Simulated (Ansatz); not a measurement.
# How many bands does the GW gap of C2S3 (P2_1/c) need?, part 2 of 2

How do accuracy and time trade against each other in G0W0 on C2S3 (P2_1/c)?

Ansatz 0.2.0; G0W0 on PBE, plane waves, PAW; PAW set soft_1. Known limits of the many-body steps: not at the basis limit; coarse k mesh.

So far. Step 4 (1027 empty bands, screening to 110 eV): Against the run with 4×2×2 mesh, 477 empty bands, screening to 66 eV, PAW set soft_1 files, the gap moves by +0.007 eV.

## Step 5: Changing the k mesh: 2×2×2 mesh, 477 empty bands, screening to 66 eV, PAW set soft_1 files

A second mesh at equal bands and cutoff isolates the sampling error. Bands and cutoff differ from the step before, so it is read against an earlier run that matches them.

input.yaml reads:

```yaml
crystal:
  lattice:
    - [5.805, 0.0, 0.0]
    - [0.0, 6.6377, 0.0]
    - [-3.5391430821, 0.0, 10.1819277854]
  atoms:
    - { symbol: C, position: [0.4275340412, 0.9956591813, 0.0389019337] }
    - { symbol: C, position: [0.5724659588, 0.4956591813, 0.4610980663] }
    - { symbol: C, position: [0.5724659588, 0.0043408187, 0.9610980663] }
    - { symbol: C, position: [0.4275340412, 0.5043408187, 0.5389019337] }
    - { symbol: C, position: [0.2857765633, 0.3123523348, 0.8947240389] }
    - { symbol: C, position: [0.7142234367, 0.8123523348, 0.6052759611] }
    - { symbol: C, position: [0.7142234367, 0.6876476652, 0.1052759611] }
    - { symbol: C, position: [0.2857765633, 0.1876476652, 0.3947240389] }
    - { symbol: S, position: [0.2143970329, 0.1860506622, 0.019479966] }
    - { symbol: S, position: [0.7856029671, 0.6860506622, 0.480520034] }
    - { symbol: S, position: [0.7856029671, 0.8139493378, 0.980520034] }
    - { symbol: S, position: [0.2143970329, 0.3139493378, 0.519479966] }
    - { symbol: S, position: [0.5239473935, 0.2046179098, 0.852551854] }
    - { symbol: S, position: [0.4760526065, 0.7046179098, 0.647448146] }
    - { symbol: S, position: [0.4760526065, 0.7953820902, 0.147448146] }
    - { symbol: S, position: [0.5239473935, 0.2953820902, 0.352551854] }
    - { symbol: S, position: [0.1369031152, 0.5137988273, 0.8191576789] }
    - { symbol: S, position: [0.8630968848, 0.0137988273, 0.6808423211] }
    - { symbol: S, position: [0.8630968848, 0.4862011727, 0.1808423211] }
    - { symbol: S, position: [0.1369031152, 0.9862011727, 0.3191576789] }
kpoints:
  mp_grid: { grid: [2, 2, 2] }
hamiltonian:
  xc: pbe
  pseudopotentials: { kind: paw, azcp: { folder: soft_1 } }
scf:
  occupations: { method: fixed }
gw:
  n_empty_bands: 477
  ecut_chi: 66
  qp_bands: [v4, c4]
  qp_kpoints: band_edges
  screening: { model: contour_deformation }
```

Command:

```console
ansatz run input.yaml --threads 2 --pin off --max-ram 92160MiB --backend cuda --events-out ev --progress --plain --runs-dir out --devices 1 --max-vram 13GiB
```

Numbers of over 12 decimals in the logs are rounded to 6 here.

Output:

```text
GPUs: using 1 of 1 available (devices: 1).
[...]
GPU FFT provider: cuFFT
GPU libraries: cuBLAS 13.8.2, cuFFT 12.4.0, cuSOLVER 12.3.4
Crystal: 20 atoms, lattice volume = 392.328 Å³
Basis set: ecut = 420 eV, 7669 PW (Γ)
Bands: 72, of which v1, the nominal top of the filled ones, is band 52 counted from 1 (51 counted from 0)
Symmetry: 4 space group operations
[...]
k-points: 8
[...]
0    56      6.0954   -10.0751    -3.5121   -14.4862  0.7346     7.0335     6.9943  root
[...]
7    53      5.4817    -9.4002    -3.3375   -13.5983  0.7415     6.3654     6.3424  root
     7    54      5.4817    -9.4002    -3.3375   -13.5983  0.7415     6.3654     6.3424  root
     7    55      5.7377    -9.6750    -3.4310   -14.0242  0.7361     6.6876     6.6560  root
     7    56      5.7377    -9.6750    -3.4310   -14.0242  0.7361     6.6876     6.6560  root
[key lines of the parts left out:]
SCF converged after 10 iterations
Free energy (F): -12825.501499 eV
Fermi energy:    3.709518 eV
```

Wall time 33 s (1 × NVIDIA H100 80GB HBM3 (shared by 6 runs) with 2 threads of AMD EPYC 7R13 (Zen 3), shared host); peak memory 2 GiB; 41 s of CPU time.

Numbers from this step:

| Item | Value |
| --- | --- |
| bands summed | 529 |
| RPA ε∞ on this mesh (eigenvalues) | 4.163, 4.657, 5.072 |
| plane waves in the screening matrix | 475 |
| G0W0 gap on the mesh | 2.795 eV |
| k of the valence top | -0.5, 0, 0 |
| k of the conduction bottom | 0, 0, 0 |
| starting gap on the mesh | 1.590 eV |
| least direct G0W0 gap on the computed points | 2.820 eV |

Against the run with 4×2×2 mesh, 477 empty bands, screening to 66 eV, PAW set soft_1 files, the gap moves by −0.002 eV.

## Step 6: Changing the frequency model: 4×2×2 mesh, 1027 empty bands, screening to 110 eV, plasmon pole, PAW set soft_1 files

A plasmon pole stands in for the full frequency dependence of the screening; this run shows what that costs in accuracy. Bands and cutoff differ from the step before, so it is read against an earlier run that matches them.

input.yaml, as its differences from that of step 5:

```diff
@@ -27,3 +27,3 @@
 kpoints:
-  mp_grid: { grid: [2, 2, 2] }
+  mp_grid: { grid: [4, 2, 2] }
 hamiltonian:
@@ -34,6 +34,6 @@
 gw:
-  n_empty_bands: 477
-  ecut_chi: 66
+  n_empty_bands: 1027
+  ecut_chi: 110.0
   qp_bands: [v4, c4]
   qp_kpoints: band_edges
-  screening: { model: contour_deformation }
+  screening: { model: godby_needs }
```

Output:

```text
GPUs: using 1 of 1 available (devices: 1).
[...]
GPU FFT provider: cuFFT
GPU libraries: cuBLAS 13.8.2, cuFFT 12.4.0, cuSOLVER 12.3.4
Crystal: 20 atoms, lattice volume = 392.328 Å³
Basis set: ecut = 420 eV, 7669 PW (Γ)
Bands: 72, of which v1, the nominal top of the filled ones, is band 52 counted from 1 (51 counted from 0)
Symmetry: 4 space group operations
[...]
k-points: 12 of 16
[...]
0    56      6.0954   -10.0876    -3.6330   -14.4859  0.7720     6.8659     6.8608  root
[...]
11    53      5.4818    -9.4394    -3.4507   -13.5983  0.7741     6.1924     6.1899  root
    11    54      5.4818    -9.4394    -3.4507   -13.5983  0.7741     6.1924     6.1899  root
    11    55      5.7379    -9.7125    -3.5365   -14.0239  0.7706     6.5165     6.5128  root
    11    56      5.7379    -9.7125    -3.5365   -14.0239  0.7706     6.5165     6.5128  root
[key lines of the parts left out:]
SCF converged after 10 iterations
Free energy (F): -12825.503343 eV
Fermi energy:    3.708623 eV
```

Wall time 2.6 min (1 × NVIDIA H100 80GB HBM3 (shared by 6 runs) with 2 threads); peak memory 5.8 GiB.

Numbers from this step:

| Property | Result |
| --- | --- |
| bands summed | 1079 |
| plasmon-pole fit frequency | 19.12 eV |
| RPA ε∞ on this mesh (eigenvalues) | 4.109, 4.662, 5.043 |
| plane waves in the screening matrix | 1033 |
| G0W0 gap on the mesh | 2.876 eV |
| k of the valence top | -0.5, 0, 0 |
| k of the conduction bottom | 0, 0, 0 |
| starting gap on the mesh | 1.591 eV |
| least direct G0W0 gap on the computed points | 2.901 eV |

Against the run with 4×2×2 mesh, 1027 empty bands, screening to 110 eV, PAW set soft_1 files, the gap moves by +0.07 eV.

## Step 7: Changing the files and raising the bands: 4×2×2 mesh, 1523 empty bands, screening to 143 eV, hard PAW files

Other atomic data (hard PAW) test the pseudisation: the cutoff goes from 420 to 820 eV, with the same valence electrons. Bands and screening cutoff change too, so the step is no clean test of the files.

This step: G0W0 on PBE, plane waves, PAW.

input.yaml, as its differences from that of step 6:

```diff
@@ -30,3 +30,3 @@
   xc: pbe
-  pseudopotentials: { kind: paw, azcp: { folder: soft_1 } }
+  pseudopotentials: { kind: paw, source: ansatz }
 scf:
@@ -34,6 +34,6 @@
 gw:
-  n_empty_bands: 1027
-  ecut_chi: 110.0
+  n_empty_bands: 1523
+  ecut_chi: 143.0
   qp_bands: [v4, c4]
   qp_kpoints: band_edges
-  screening: { model: godby_needs }
+  screening: { model: contour_deformation }
```

Output:

```text
GPUs: using 1 of 1 available (devices: 1).
[...]
GPU FFT provider: cuFFT
GPU libraries: cuBLAS 13.8.2, cuFFT 12.4.0, cuSOLVER 12.3.4
Crystal: 20 atoms, lattice volume = 392.328 Å³
Basis set: ecut = 820 eV, 20973 PW (Γ)
Bands: 72, of which v1, the nominal top of the filled ones, is band 52 counted from 1 (51 counted from 0)
Symmetry: 4 space group operations
[...]
k-points: 12 of 16
[...]
0    56      6.1197   -10.0942    -3.8588   -14.4922  0.7278     6.6694     6.6589  root
[...]
11    53      5.5061    -9.4446    -3.6482   -13.6020  0.7358     6.0219     6.0153  root
    11    54      5.5061    -9.4446    -3.6482   -13.6020  0.7358     6.0219     6.0153  root
    11    55      5.7629    -9.7183    -3.7546   -14.0285  0.7300     6.3277     6.3185  root
    11    56      5.7629    -9.7183    -3.7546   -14.0285  0.7300     6.3277     6.3185  root
[key lines of the parts left out:]
SCF converged after 10 iterations
Free energy (F): -12825.037951 eV
Fermi energy:    3.733142 eV
```

It took 2.4 min on 1 × NVIDIA H100 80GB HBM3 (shared by 6 runs) with 2 threads; peak memory 12 GiB.

This step gave:

| Property | Result |
| --- | --- |
| bands summed | 1575 |
| RPA ε∞ on this mesh (eigenvalues) | 4.104, 4.656, 5.037 |
| plane waves in the screening matrix | 1525 |
| G0W0 gap on the mesh | 2.807 eV |
| k of the valence top | -0.5, 0, 0 |
| k of the conduction bottom | 0, 0, 0 |
| starting gap on the mesh | 1.592 eV |
| least direct G0W0 gap on the computed points | 2.848 eV |

Against the run with 4×2×2 mesh, 1027 empty bands, screening to 110 eV, PAW set soft_1 files, the gap moves by +0.003 eV.

## Step 8: The runs together

Times are wall times on 1 × NVIDIA H100 80GB HBM3 (shared by 6 runs) with 2 threads of AMD EPYC 7R13 (Zen 3), shared host, good to a factor of about two.

| mesh | files | frequency | bands summed | cutoff (eV) | start (eV) | G0W0 (eV) | time | host memory (GiB) |
| --- | --- | --- | --- | --- | --- | --- | --- | --- |
| 4×2×2 | PAW set soft_1 | contour deformation | 220 | 33 | 1.591 | 2.802 | 26 s | 1.5 |
| 4×2×2 | PAW set soft_1 | contour deformation | 529 | 66 | 1.591 | 2.796 | 50 s | 2.4 |
| 4×2×2 | PAW set soft_1 | contour deformation | 1079 | 110 | 1.591 | 2.804 | 74 s | 4.6 |
| 2×2×2 | PAW set soft_1 | contour deformation | 529 | 66 | 1.590 | 2.795 | 33 s | 2.0 |
| 4×2×2 | PAW set soft_1 | plasmon pole | 1079 | 110 | 1.591 | 2.876 | 2.6 min | 5.8 |
| 4×2×2 | hard PAW | contour deformation | 1575 | 143 | 1.592 | 2.807 | 2.4 min | 12 |

How the two edges are built up, in eV (the quasiparticle level is the starting level plus Σx plus Σc less Vxc):

```
       run               edge  start      Σx     Σc     Vxc     Z    QP
 220 bands        valence top   3.71  -16.89   1.93  -15.02  0.75  3.77
 220 bands  conduction bottom   5.30   -9.76  -2.69  -13.72  0.76  6.57
 529 bands        valence top   3.71  -16.89   1.54  -15.02  0.74  3.38
 529 bands  conduction bottom   5.30   -9.76  -3.08  -13.72  0.74  6.17
1079 bands        valence top   3.71  -16.89   1.27  -15.02  0.73  3.11
1079 bands  conduction bottom   5.30   -9.76  -3.34  -13.72  0.74  5.91
```

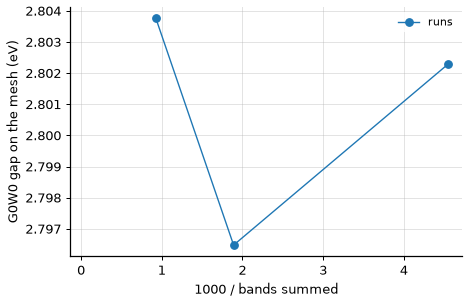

The gap against one over the number of bands.

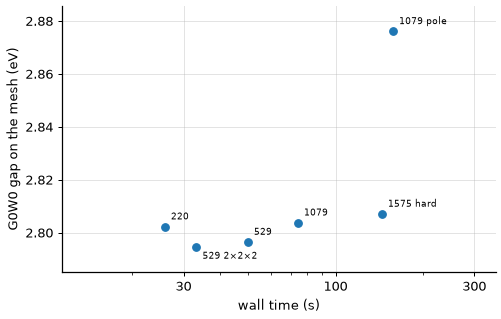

Result against wall time.

## Step 9: What came out

```yaml
220_bands_33_ev: 2.802 eV
529_bands_66_ev: 2.796 eV
1079_bands_110_ev: 2.804 eV
mesh_and_start: 4×2×2, PBE
```

**Reading.** From 220 to 1079 bands the gap moves by +0.001 eV while the time grows 2.9-fold. Σc changes by −0.66 eV at the valence top and −0.66 eV at the conduction bottom, so the levels themselves move more than the gap between them. The gap turns back along the series, so no limit is drawn from it. On the 2×2×2 mesh in place of 4×2×2 the gap differs by −0.002 eV, of which −0.001 eV is already in the start. The plasmon-pole model gives +0.07 eV against contour deformation, 6 % of the correction, and saved no time in this program. With hard PAW files and 1575 bands the gap is 2.81 eV. The 4×2×2 mesh is coarse for this cell (its supercell is 13 Å along the shortest edge). The RPA ε∞ on it, from the PBE start, is 4.11, 4.66 and 5.04; such meshes misread the long-range screening, most where the gap is narrow.

[Paths, hosts, dates, memory and timing lines, banners, echoed tables and standing remarks are left out of the program output.]

[Logs are printed without paths, hosts, clocks, repeated set-up lines and the standing remarks that a program may print on its own settings, such as how far it seeks lower states.]

[Runs of the session that timed out or met a known fault of the program may be left out.]

[Cells called generated may have been cut or substituted from an entry of the Crystallography Open Database or the Materials Project.]

[Hosts, paths, dates, database ids (printed as entryN), source tags and the programs' standing remarks are cut or masked in the printed files.]
